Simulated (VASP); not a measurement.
Band structure of HfN (rock salt). Method: RPBE GGA, VASP's PBE PAW potentials (set 64) (plane waves; VASP 6.6.1).

Unless said otherwise, spin-orbit coupling is left out, though it shifts the bands of the heavy elements here.

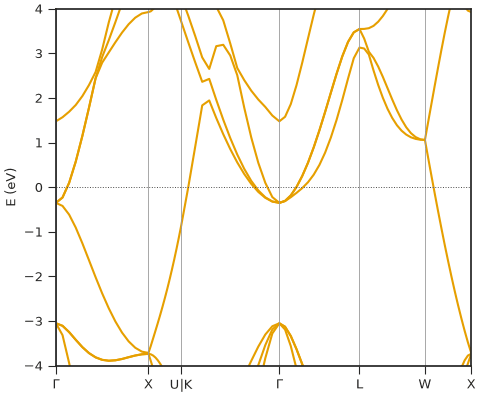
Figure: Bands along high-symmetry lines, zero at the valence-band maximum or, without a gap, the Fermi level

**Question.** Read the plot: is there a gap, and where are the band edges?

**Answer.** It has no gap at this level: it comes out as a metal or semimetal. (Edges off the drawn lines would not show.)

The compound is HfN in the rock salt structure. It was relaxed first. The electron count is odd and the run is not spin-polarised, which forces a metal.
